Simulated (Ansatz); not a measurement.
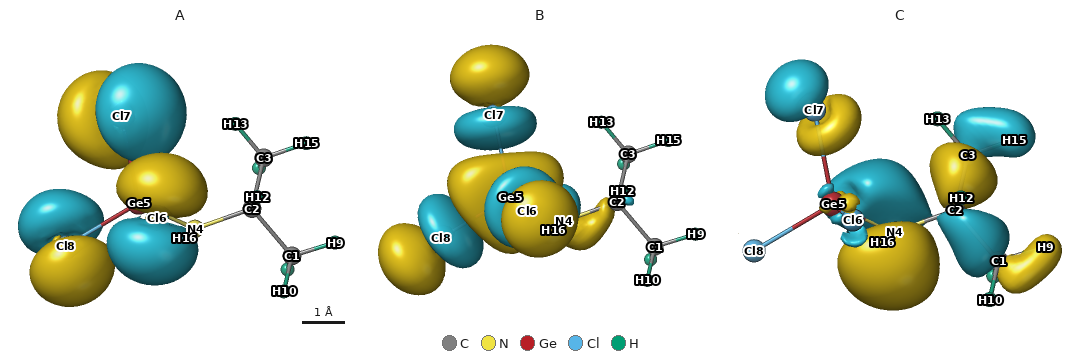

Figure. C3H8Cl3GeN (SMILES CC(C)[NH][Ge]([Cl])([Cl])[Cl]). Three frontier orbitals at ±0.08 Å⁻³ᐟ² (yellow and cyan are the two phases), in no order.

Geometry: PBE0-D4/def2-TZVP.

Level of theory: RKS PBE0-D4/def2-TZVPP (Ansatz).

```
atom    x (Å)    y (Å)    z (Å)
   C  -0.1692  -1.9124   0.4640
   C  -0.3874  -0.4602   0.0735
   C  -1.2242   0.2807   1.1055
   N   0.9101   0.1727  -0.1585
  Ge   1.1477   1.4738  -1.3673
  Cl   0.5991   0.7359  -3.2863
  Cl  -0.0038   3.2617  -1.0831
  Cl   3.1997   2.0253  -1.3272
   H  -1.1241  -2.4245   0.6020
   H   0.4040  -2.4361  -0.3020
   H   0.3829  -1.9755   1.4070
   H  -0.9180  -0.4436  -0.8855
   H  -1.3933   1.3170   0.8080
   H  -0.7172   0.2833   2.0757
   H  -2.1954  -0.2017   1.2388
   H   1.4665   0.2810   0.6795
```

Order the three orbitals by energy and name them.

A is the HOMO−1 (−9.14 eV). It lies mainly on Cl7 (about 45 %), Cl6 (about 30 %) and Cl8 (about 20 %); largely a combination of lone pairs on Cl7, Cl6 and Cl8. C is the HOMO (−7.63 eV). Its weight (Hirshfeld) is mainly on N4 (about 55 %), Ge5 (about 10 %), C2 (about 10 %), C3 (about 5 %) and Cl7 (about 5 %). B is the LUMO (−1.22 eV). Its weight (Hirshfeld) is mainly on Ge5 (about 35 %), Cl7 (about 20 %), Cl6 (about 20 %), Cl8 (about 20 %) and N4 (about 5 %).

What is the HOMO–LUMO gap?

6.41 eV between the orbital energies.
